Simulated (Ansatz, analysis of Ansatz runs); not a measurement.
# LaOF (R-3m), nudged elastic band: Cu_i hop between interstitial places (q = +1)

Wanted: path and barrier of a jump of Cu in LaOF (R-3m) at charge +1. The case: Cu_i hop between interstitial places, in a cell of 36 host atoms with 1 Cu put in.

Program: Ansatz 0.2.0. Level of theory: plane-wave PAW DFT, PBEsol; nudged elastic band between two relaxed defect structures at fixed charge in a uniform background. Results are calculated unless marked as measured.

## 1. Set-up

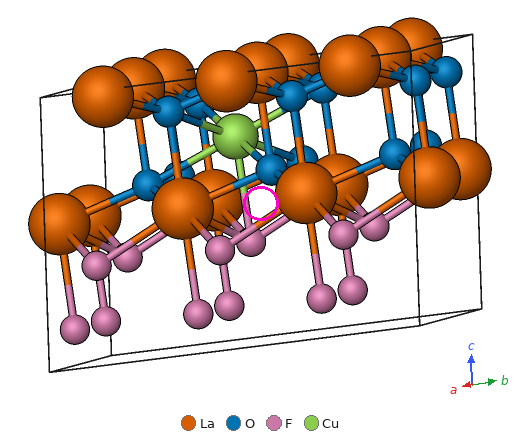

Start, viewed slightly off an axis; lanthanum orange, oxygen blue, fluorine pink, copper green. A ring marks the centre wherever it is empty. Some periodic images of atoms are drawn too.

The cell holds 37 atoms: 12 La, 12 O, 12 F and 1 Cu. Cell: a = 8.026 Å, b = 12.040 Å, c = 7.079 Å, α = 73.5°, β = 73.5°, γ = 60.0°. It derives from LaOF (space group R-3m). Nearest the centre at fractional (0.125, 0.750, 0.750): O15 at 1.41 Å, F17 at 1.48 Å, La8 at 2.01 Å, La32 at 2.01 Å, Cu37 at 2.03 Å, F12 at 3.15 Å, F36 at 3.15 Å, O9 at 3.17 Å. The cell carries charge +1.

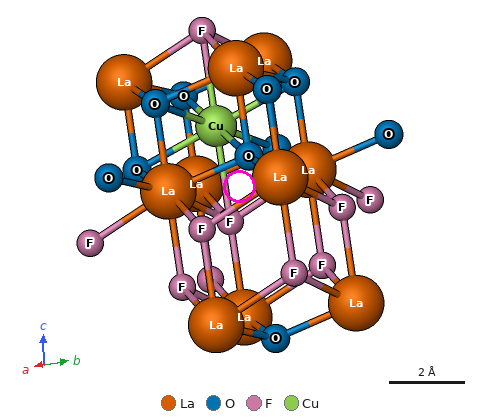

The atoms within 5 Å of the centre. A ring marks the centre wherever it is empty.

The cell's shortest repeat is 7.1 Å.

## 2. Relaxation of the start point, charge +1

A barrier is counted from a minimum, so both ends are relaxed first. Small random displacements break the symmetry of the ideal sites, so that the defect can distort if it gains by it. The charge of +1 is set by the electron count, and a uniform background keeps the cell neutral.

File qp1.start/input.yaml:

```yaml
crystal:
  lattice:
    - [-4.01323028, 6.95111875, 0.0]
    - [-12.03969085, 0.0, 0.0]
    - [-2.00661514, 1.15851979, 6.68937332]
  atoms:
    - { symbol: La, position: [0.12912111, 0.08608074, 0.22527337] }
    - { symbol: La, position: [0.37087889, 0.2472526, 0.77472663] }
    - { symbol: O, position: [0.1884472, 0.12563147, 0.86931681] }
    - { symbol: O, position: [0.3115528, 0.20770187, 0.13068319] }
    - { symbol: F, position: [0.06449263, 0.04299509, 0.6130442] }
    - { symbol: F, position: [0.43550737, 0.29033824, 0.3869558] }
    - { symbol: La, position: [0.12912111, 0.41941407, 0.22527337] }
    - { symbol: La, position: [0.37087889, 0.58058593, 0.77472663] }
    - { symbol: O, position: [0.1884472, 0.4589648, 0.86931681] }
    - { symbol: O, position: [0.3115528, 0.5410352, 0.13068319] }
    - { symbol: F, position: [0.06449263, 0.37632842, 0.6130442] }
    - { symbol: F, position: [0.43550737, 0.62367158, 0.3869558] }
    - { symbol: La, position: [0.12912111, 0.7527474, 0.22527337] }
    - { symbol: La, position: [0.37087889, 0.91391926, 0.77472663] }
    - { symbol: O, position: [0.1884472, 0.79229813, 0.86931681] }
    - { symbol: O, position: [0.3115528, 0.87436853, 0.13068319] }
    - { symbol: F, position: [0.06449263, 0.70966176, 0.6130442] }
    - { symbol: F, position: [0.43550737, 0.95700491, 0.3869558] }
    - { symbol: La, position: [0.62912111, 0.08608074, 0.22527337] }
    - { symbol: La, position: [0.87087889, 0.2472526, 0.77472663] }
    - { symbol: O, position: [0.6884472, 0.12563147, 0.86931681] }
    - { symbol: O, position: [0.8115528, 0.20770187, 0.13068319] }
    - { symbol: F, position: [0.56449263, 0.04299509, 0.6130442] }
    - { symbol: F, position: [0.93550737, 0.29033824, 0.3869558] }
    - { symbol: La, position: [0.62912111, 0.41941407, 0.22527337] }
    - { symbol: La, position: [0.87087889, 0.58058593, 0.77472663] }
    - { symbol: O, position: [0.6884472, 0.4589648, 0.86931681] }
    - { symbol: O, position: [0.8115528, 0.5410352, 0.13068319] }
    - { symbol: F, position: [0.56449263, 0.37632842, 0.6130442] }
    - { symbol: F, position: [0.93550737, 0.62367158, 0.3869558] }
    - { symbol: La, position: [0.62912111, 0.7527474, 0.22527337] }
    - { symbol: La, position: [0.87087889, 0.91391926, 0.77472663] }
    - { symbol: O, position: [0.6884472, 0.79229813, 0.86931681] }
    - { symbol: O, position: [0.8115528, 0.87436853, 0.13068319] }
    - { symbol: F, position: [0.56449263, 0.70966176, 0.6130442] }
    - { symbol: F, position: [0.93550737, 0.95700491, 0.3869558] }
    - { symbol: Cu, position: [1.0, 0.666667, 0.0] }
total_charge: 1
basis:
  ecutwfc: 420
  xc_grid: 2
hamiltonian:
  xc: pbesol
kpoints:
  mp_grid: { grid: [1, 1, 1], shift: [0.25, 0.25, 0.25] }
scf:
  occupations: { method: fixed }
  max_iter: 120
output:
  forces: true
relax:
  f_tol: 0.02
  max_steps: 70
  random_displacement: { amplitude: 0.03, seed: 2314 }
```

Command:

```sh
> ansatz run input.yaml --threads 4 --pin off --max-ram 7536MiB --backend cpu --events-out ev --progress --plain --runs-dir out
```

Numbers of over 12 decimals in the logs are rounded to 6 here.

The log of the run:

```text
[... repeated set-up lines and file paths are left out, and long positions are rounded to six places ...]
The last accepted step is kept in <dir> (removed where the run ends without a failure and the disk answers)
Engine: ansatz 0.2.0, x86_64-unknown-linux-gnu
Pseudopotentials: kind: paw
Pseudopotential: La, paw, valence charge 11, recommended cutoff 420 eV (normal), La.paw.azcp
Pseudopotential: O, paw, valence charge 6, recommended cutoff 420 eV (normal), O.paw.azcp
Pseudopotential: F, paw, valence charge 7, recommended cutoff 420 eV (normal), F.paw.azcp
Pseudopotential: Cu, paw, valence charge 19, recommended cutoff 420 eV (normal), Cu.paw.azcp
Functional definition: PBEsol
  exchange = pbesol_x
  correlation = pbesol_c
Crystal: 37 atoms, lattice volume = 559.829 Å³
Basis set: ecut = 420 eV, 10937 PW (Γ), exchange–correlation on 108×162×96 points (8 copies of the dense FFT grid, shifted against one another)
Bands: 190, of which v1, the nominal top of the filled ones, is band 153 counted from 1 (152 counted from 0)
Symmetry: 1 space group operations
k-points: 1
Non-local potential: La, projectors of the file, l = 0: 3, l = 1: 2, l = 2: 2, l = 3: 3
Non-local potential: O, projectors of the file, l = 0: 2, l = 1: 2, l = 2: 1
Non-local potential: F, projectors of the file, l = 0: 2, l = 1: 2, l = 2: 1
Non-local potential: Cu, projectors of the file, l = 0: 3, l = 1: 2, l = 2: 3, l = 3: 1
PAW form: soft (Blöchl's): semilocal exchange-correlation on the pseudo side does not see the compensation charge
PAW frozen core: La, regenerated for the run's functional, and the local potential with it (the file was generated under x = pbe(κ = 0.804, μ = 0.219515), c = pbe(β = 0.066725))
PAW frozen core: O, regenerated for the run's functional, and the local potential with it (the file was generated under x = pbe(κ = 0.804, μ = 0.219515), c = pbe(β = 0.066725))
PAW frozen core: F, regenerated for the run's functional, and the local potential with it (the file was generated under x = pbe(κ = 0.804, μ = 0.219515), c = pbe(β = 0.066725))
PAW frozen core: Cu, regenerated for the run's functional, and the local potential with it (the file was generated under x = pbe(κ = 0.804, μ = 0.219515), c = pbe(β = 0.066725))
PAW one-centre angular grid: La, 590 points (default); XC on 64 Gauss nodes
PAW one-centre angular grid: O, 110 points (default); XC on 64 Gauss nodes
PAW one-centre angular grid: F, 110 points (default); XC on 64 Gauss nodes
PAW one-centre angular grid: Cu, 590 points (default); XC on 64 Gauss nodes
Initial density: superposition of atomic densities (neutral atoms scaled as one to the charged cell's electrons: chi_scale 0, normalization atom), corrected by the library's trained network
Initial wavefunctions: pseudopotential atomic-orbital guess
Functional: x = pbesol(κ = 0.804, μ = 0.123457), c = pbesol(β = 0.046)
SCF iter   1: F=—  HF=-96942.228802 eV  |F-HF|=—  |Δ(HF+E_count)|=         —  Δρ=1.30e-2  dr2=7.69e-1  ethr=1.77e-3  ⟨swp⟩=5.0  Hψ=604  notcnv=0  defer=33
preconditioner: auto → Resta (q_TF=auto, 2.467 Å⁻¹)  ε∞=5.0  [insulator: Δε(μ)=2.358 eV  Ē_g=13.069 eV  n_scr=144 (ndim 8)  ℏωp=26.0 eV  f_vac=0.069  ε∞_Penn≈5.0]
SCF iter   2: F=—  HF=-96942.110205 eV  |F-HF|=—  |Δ(HF+E_count)|=   1.19e-1  Δρ=5.92e-3  dr2=1.24e-1  ethr=2.51e-4  ⟨swp⟩=3.0  Hψ=365  notcnv=0  defer=35
SCF iter   3: F=—  HF=-96942.072819 eV  |F-HF|=—  |Δ(HF+E_count)|=   3.74e-2  Δρ=2.55e-3  dr2=2.10e-2  ethr=4.04e-5  ⟨swp⟩=3.0  Hψ=315  notcnv=0  defer=35
SCF iter   4: F=—  HF=-96942.071259 eV  |F-HF|=—  |Δ(HF+E_count)|=   1.56e-3  Δρ=8.80e-4  dr2=4.44e-3  ethr=6.88e-6  ⟨swp⟩=2.0  Hψ=359  notcnv=0  defer=35
SCF iter   5: F=—  HF=-96942.072521 eV  |F-HF|=—  |Δ(HF+E_count)|=   1.26e-3  Δρ=4.77e-4  dr2=1.35e-3  ethr=1.45e-6  ⟨swp⟩=2.0  Hψ=313  notcnv=0  defer=35
SCF iter   6: F=—  HF=-96942.072708 eV  |F-HF|=—  |Δ(HF+E_count)|=   1.88e-4  Δρ=3.09e-4  dr2=3.68e-4  ethr=4.41e-7  ⟨swp⟩=2.0  Hψ=313  notcnv=0  defer=35
SCF iter   7: F=—  HF=-96942.072620 eV  |F-HF|=—  |Δ(HF+E_count)|=   8.83e-5  Δρ=7.15e-5  dr2=1.87e-5  ethr=1.20e-7  ⟨swp⟩=2.0  Hψ=295  notcnv=0  defer=35
SCF iter   8: F=—  HF=-96942.072637 eV  |F-HF|=—  |Δ(HF+E_count)|=   1.73e-5  Δρ=4.87e-5  dr2=1.15e-5  ethr=3.27e-9  ⟨swp⟩=5.0  Hψ=654  notcnv=0
SCF iter   9: F=-96942.072636 eV  HF=-96942.072637 eV  |F-HF|=5.67e-7  |Δ(HF+E_count)|=   6.26e-7  Δρ=1.73e-5  dr2=1.51e-6  ethr=3.27e-9  ⟨swp⟩=4.0  Hψ=653  notcnv=0
SCF 1 converged in 9 iterations: F = -96942.072636 eV  dr2 = 1.51e-6
  greatest PAW one-centre occupation: 1.000 electrons in one spin orbital (limit 2), on the Cu atom at site 36 (counted from 0), in its partial waves of l = 0
relax step   1: F+E_penalty+E_count = -96942.07263629 eV  Δ(F+E_penalty+E_count) = +0.000e0 eV  max|allowed force component| = 1.968e0 eV/Å  Δτ_max = 0.0000 Å  (9 SCF iters, dr2 threshold 1.00e-5 eV, accepted)
[... the SCF cycles and remarks between the steps are left out from here to the last step ...]
relax step   2: F+E_penalty+E_count = -96942.31842549 eV  Δ(F+E_penalty+E_count) = -2.458e-1 eV  max|allowed force component| = 1.619e0 eV/Å  Δτ_max = 0.1948 Å  (8 SCF iters, dr2 threshold 1.00e-4 eV, accepted)
relax step   3: F+E_penalty+E_count = -96942.85089278 eV  Δ(F+E_penalty+E_count) = -5.325e-1 eV  max|allowed force component| = 3.123e-1 eV/Å  Δτ_max = 0.1434 Å  (8 SCF iters, dr2 threshold 1.00e-4 eV, accepted)
relax step   4: F+E_penalty+E_count = -96942.90604649 eV  Δ(F+E_penalty+E_count) = -5.515e-2 eV  max|allowed force component| = 1.886e-1 eV/Å  Δτ_max = 0.1542 Å  (8 SCF iters, dr2 threshold 6.09e-6 eV, accepted)
relax step   5: F+E_penalty+E_count = -96942.92339736 eV  Δ(F+E_penalty+E_count) = -1.735e-2 eV  max|allowed force component| = 9.179e-2 eV/Å  Δτ_max = 0.0802 Å  (8 SCF iters, dr2 threshold 2.22e-6 eV, accepted)
relax step   6: F+E_penalty+E_count = -96942.93109180 eV  Δ(F+E_penalty+E_count) = -7.694e-3 eV  max|allowed force component| = 3.775e-2 eV/Å  Δτ_max = 0.0621 Å  (7 SCF iters, dr2 threshold 2.00e-6 eV, accepted)
SCF iter   1: F=—  HF=-96942.934984 eV  |F-HF|=—  |Δ(HF+E_count)|=         —  Δρ=1.43e-3  dr2=9.00e-3  ethr=2.66e-5  ⟨swp⟩=4.0  Hψ=369  notcnv=0  defer=35
SCF iter   2: F=—  HF=-96942.932763 eV  |F-HF|=—  |Δ(HF+E_count)|=   2.22e-3  Δρ=7.52e-4  dr2=2.26e-3  ethr=2.94e-6  ⟨swp⟩=3.0  Hψ=360  notcnv=0  defer=35
SCF iter   3: F=—  HF=-96942.932510 eV  |F-HF|=—  |Δ(HF+E_count)|=   2.54e-4  Δρ=7.76e-4  dr2=2.17e-3  ethr=7.38e-7  ⟨swp⟩=3.0  Hψ=315  notcnv=0  defer=35
SCF iter   4: F=—  HF=-96942.931987 eV  |F-HF|=—  |Δ(HF+E_count)|=   5.23e-4  Δρ=1.26e-4  dr2=6.32e-5  ethr=7.09e-7  ⟨swp⟩=2.0  Hψ=313  notcnv=0  defer=35
SCF iter   5: F=—  HF=-96942.932412 eV  |F-HF|=—  |Δ(HF+E_count)|=   4.26e-4  Δρ=4.65e-5  dr2=9.96e-6  ethr=2.07e-8  ⟨swp⟩=2.0  Hψ=312  notcnv=0  defer=31
SCF iter   6: F=—  HF=-96942.932414 eV  |F-HF|=—  |Δ(HF+E_count)|=   1.70e-6  Δρ=1.25e-5  dr2=9.41e-7  ethr=3.25e-9  ⟨swp⟩=2.0  Hψ=312  notcnv=0  defer=31
SCF iter   7: F=—  HF=-96942.932414 eV  |F-HF|=—  |Δ(HF+E_count)|=   1.27e-7  Δρ=9.30e-6  dr2=4.00e-7  ethr=3.07e-10  ⟨swp⟩=2.0  Hψ=312  notcnv=0  defer=31
SCF iter   8: F=-96942.932414 eV  HF=-96942.932414 eV  |F-HF|=1.76e-9  |Δ(HF+E_count)|=   3.92e-8  Δρ=3.13e-6  dr2=4.68e-8  ethr=3.27e-11  ⟨swp⟩=3.0  Hψ=760  notcnv=0
SCF 7 converged in 8 iterations: F = -96942.932414 eV  dr2 = 4.68e-8
relax step   7: F+E_penalty+E_count = -96942.93241418 eV  Δ(F+E_penalty+E_count) = -1.322e-3 eV  max|allowed force component| = 1.671e-2 eV/Å  Δτ_max = 0.0328 Å  (8 SCF iters, accepted)
SCF converged after 8 iterations
Free energy (F): -96942.932414 eV
Harris-Foulkes:  -96942.932414 eV  (|F-HF|=1.76e-9)
Internal energy: -96942.932414 eV  (E = F + TS)
E sigma→0 (E₀):  -96942.932414 eV
Fermi energy:    9.747931 eV
--- Per-component energies (eV) ---
  E_band       = -824.704025
  E_kinetic    = 7189.034269
  E_local      = -21191.976508  (includes V_loc(G=0)·N_el)
  E_nonlocal   = 3045.400361
  E_hartree    = 8424.124445
  E_xc         = -3576.484014
  E_vxc        = -4233.506997  (∫ρ·V_xc dr)
  E_paw        = -69742.363264  (= ΣΔE_a)
  E_vpaw       = -2481.973063  (= ΣTr[D̂ρ^β])
  E_aug_tail   = 0.053388  (compensation charges beyond the density's cutoff)
  E_ewald      = -21093.894174
  E_core_change = 3.173082  (= ΣΔE_core)
  E_smearing   = -0.000000  (= −TS)
  E_closure    = -0.000000  (closes the sum)
  E_deformation_potential = 19.411753  (in the stress; not in F)
  Σ components = -96942.932414   (vs F -96942.932414, Δ=0.00e0)
--- Forces (eV/Å), atoms counted from 1 ---
  atom   1  La     0.00292519     0.00336710     0.00079940
  atom   2  La    -0.00500068    -0.00254837    -0.00222422
  atom   3  O      0.00232449     0.00221708    -0.00101982
  atom   4  O      0.00431340     0.00290681     0.00115275
  atom   5  F     -0.00317160    -0.00098852    -0.00243248
  atom   6  F      0.00220697     0.00339198     0.00084462
  atom   7  La    -0.00234145     0.00056668    -0.00033743
  atom   8  La    -0.00091135     0.00401118    -0.01428953
  atom   9  O      0.00706394     0.00516894    -0.00069577
  atom  10  O      0.00531088     0.00053306     0.01355229
  atom  11  F      0.00432598     0.00179720     0.00023284
  atom  12  F      0.00007459     0.00004442    -0.00207916
  atom  13  La    -0.00156053     0.00334994     0.01022045
  atom  14  La     0.00370218     0.00745507     0.00454317
  atom  15  O     -0.00175055    -0.00030975     0.00646393
  atom  16  O     -0.00394896    -0.00929852    -0.00118770
  atom  17  F     -0.00043476     0.00112835    -0.01671444
  atom  18  F     -0.00262173    -0.00098620     0.00153614
  atom  19  La     0.00292023     0.00388028     0.00154328
  atom  20  La    -0.00260141    -0.00563816    -0.00127341
  atom  21  O     -0.00306244    -0.00296051     0.00166714
  atom  22  O      0.00263920    -0.00059572    -0.00001652
  atom  23  F     -0.00193960    -0.00199575    -0.00236561
  atom  24  F      0.00177223    -0.00105244    -0.00010937
  atom  25  La    -0.00590208    -0.00001410    -0.00068184
  atom  26  La    -0.00127707    -0.00301553    -0.00761949
  atom  27  O      0.00279988     0.00813347     0.00043264
  atom  28  O     -0.00242607    -0.00043658     0.00427459
  atom  29  F      0.00168937     0.00038571    -0.00056149
  atom  30  F     -0.00017105    -0.00307757     0.00825454
  atom  31  La     0.00212312    -0.00612915     0.00280071
  atom  32  La     0.00427980    -0.00209178    -0.00671781
  atom  33  O     -0.00371150     0.00550999    -0.00131229
  atom  34  O     -0.00274858    -0.00685963     0.00646099
  atom  35  F     -0.00066284    -0.00048950     0.00083915
  atom  36  F     -0.00205193    -0.00037487     0.00011531
  atom  37  Cu    -0.00218439    -0.00505330    -0.00415052
  max |Σ_I F_I| component: 6.87e-5 eV/Å
--- Relaxed structure (7 steps of the walk, 7 accepted, 0 SCFs on fresh bases) ---
  F+E_penalty+E_count = -96942.93241418 eV   max|allowed force component| = 1.671e-2 eV/Å
  atoms:
    - { symbol: La, position: [0.126747, 0.087647, 0.224913] }
    - { symbol: La, position: [0.368238, 0.249062, 0.776865] }
    - { symbol: O, position: [0.188308, 0.125460, 0.870114] }
    - { symbol: O, position: [0.309424, 0.209817, 0.129518] }
    - { symbol: F, position: [0.064944, 0.041339, 0.616255] }
    - { symbol: F, position: [0.437178, 0.289961, 0.387568] }
    - { symbol: La, position: [0.130149, 0.411486, 0.240477] }
    - { symbol: La, position: [0.393653, 0.575795, 0.755969] }
    - { symbol: O, position: [0.179595, 0.473281, 0.872478] }
    - { symbol: O, position: [0.304185, 0.543617, 0.132837] }
    - { symbol: F, position: [0.066202, 0.375061, 0.617932] }
    - { symbol: F, position: [0.440175, 0.622787, 0.383757] }
    - { symbol: La, position: [0.128926, 0.756473, 0.237927] }
    - { symbol: La, position: [0.367343, 0.914911, 0.775007] }
    - { symbol: O, position: [0.177271, 0.783494, 0.871599] }
    - { symbol: O, position: [0.308636, 0.875816, 0.128006] }
    - { symbol: F, position: [0.063991, 0.712683, 0.604359] }
    - { symbol: F, position: [0.432551, 0.959113, 0.385615] }
    - { symbol: La, position: [0.627814, 0.086060, 0.225532] }
    - { symbol: La, position: [0.872745, 0.244568, 0.776244] }
    - { symbol: O, position: [0.684085, 0.126915, 0.870675] }
    - { symbol: O, position: [0.809725, 0.209017, 0.129866] }
    - { symbol: F, position: [0.556130, 0.045654, 0.615113] }
    - { symbol: F, position: [0.932083, 0.290566, 0.388365] }
    - { symbol: La, position: [0.628447, 0.419976, 0.222347] }
    - { symbol: La, position: [0.867800, 0.582422, 0.767308] }
    - { symbol: O, position: [0.691604, 0.458100, 0.868121] }
    - { symbol: O, position: [0.815769, 0.544649, 0.129555] }
    - { symbol: F, position: [0.565370, 0.374451, 0.611571] }
    - { symbol: F, position: [0.932280, 0.623136, 0.391353] }
    - { symbol: La, position: [0.624964, 0.755693, 0.225672] }
    - { symbol: La, position: [0.862514, 0.920837, 0.767847] }
    - { symbol: O, position: [0.687512, 0.793473, 0.866704] }
    - { symbol: O, position: [0.814192, 0.870850, 0.130310] }
    - { symbol: F, position: [0.561049, 0.713442, 0.611616] }
    - { symbol: F, position: [0.930301, 0.961621, 0.386356] }
    - { symbol: Cu, position: [1.046177, 0.653230, -0.009807] }
```

Run time: 51 s. Hardware: 4 threads of Intel Xeon Platinum 8259CL at 2.50GHz (Skylake/Cascade Lake), shared host; peak memory 1 GiB; 2.9 min of CPU time.

The steps of the relaxation:

```csv
step,energy less that of the first step (eV),largest force component (eV/Å)
1,0.0000,1.9679
2,-0.2458,1.6188
3,-0.7783,0.3123
4,-0.8334,0.1886
5,-0.8508,0.0918
6,-0.8585,0.0378
7,-0.8598,0.0167
```

The atoms that moved most (Å, from the sites as typed, ahead of the random displacement, the mean shift of all atoms taken out):

```csv
atom,dx,dy,dz,length
Cu37,0.000,0.310,-0.063,0.317
La8,0.008,0.137,-0.123,0.185
O15,0.150,-0.074,0.018,0.169
O9,-0.139,-0.057,0.024,0.152
La7,0.065,0.026,0.104,0.125
La13,-0.065,0.014,0.087,0.110
La32,-0.032,-0.065,-0.043,0.085
O28,-0.054,0.029,-0.005,0.061
```

The relaxed structure:

```xyz
37
Lattice="-4.0132 6.9511 0.0000 -12.0397 0.0000 0.0000 -2.0066 1.1585 6.6894" Properties=species:S:1:pos:R:3 pbc="T T T"
La   -2.0152    1.1416    1.5045
La   -6.0353    3.4597    5.1967
O    -4.0122    2.3170    5.8205
O    -4.0278    2.3009    0.8664
F    -1.9949    1.1654    4.1224
F    -6.0232    3.4879    2.5926
La   -5.9590    1.1833    1.6086
La  -10.0292    3.6121    5.0570
O    -8.1696    2.2592    5.8363
O    -8.0323    2.2683    0.8886
F    -6.0213    1.1761    4.1336
F   -10.0347    3.5043    2.5671
La  -10.1025    1.1718    1.5916
La  -14.0446    3.4513    5.1843
O   -11.8934    2.2420    5.8304
O   -12.0400    2.2937    0.8563
F   -10.0500    1.1450    4.0428
F   -14.0571    3.4535    2.5795
La   -4.0083    4.6253    1.5087
La   -8.0047    6.9658    5.1926
O    -6.0205    5.7639    5.8243
O    -6.0267    5.7789    0.8687
F    -4.0158    4.5783    4.1147
F    -8.0183    6.9290    2.5979
La   -8.0246    4.6260    1.4874
La  -12.0346    6.9211    5.1328
O   -10.0329    5.8132    5.8072
O   -10.0912    5.8206    0.8666
F    -8.0044    4.6385    4.0910
F   -12.0291    6.9338    2.6179
La  -12.0593    4.6056    1.5096
La  -16.0888    6.8850    5.1364
O   -14.0515    5.7831    5.7977
O   -14.0138    5.8105    0.8717
F   -12.0685    4.6085    4.0913
F   -16.0864    6.9142    2.5845
Cu  -12.0436    7.2607   -0.0656
```

Neighbours of Cu37 at the end:

```csv
atom,distance (Å)
O15,2.162
O9,2.175
O10,2.179
O28,2.599
F17,2.601
O34,2.620
La8,2.655
F30,2.703
O33,2.763
```

Numbers from this step:

| Item | Value |
| --- | --- |
| free energy | -96942.9324 eV |
| r.m.s. move of the farther half of the atoms | 0.04025 Å |
| largest move from the ideal geometry of this structure, a common shift of the far atoms taken out | 0.3274 Å |

The relaxation gained 0.860 eV and ended with a largest force component of 0.017 eV/Å.

[end of part 1 of 4]

[Logs are printed without paths, hosts, clocks, repeated set-up lines and the standing remarks that a program may print on its own settings, such as how far it seeks lower states.]

[Hosts, paths, dates, database ids (printed as entryN), source tags and the programs' standing remarks are cut or masked in the printed files.]
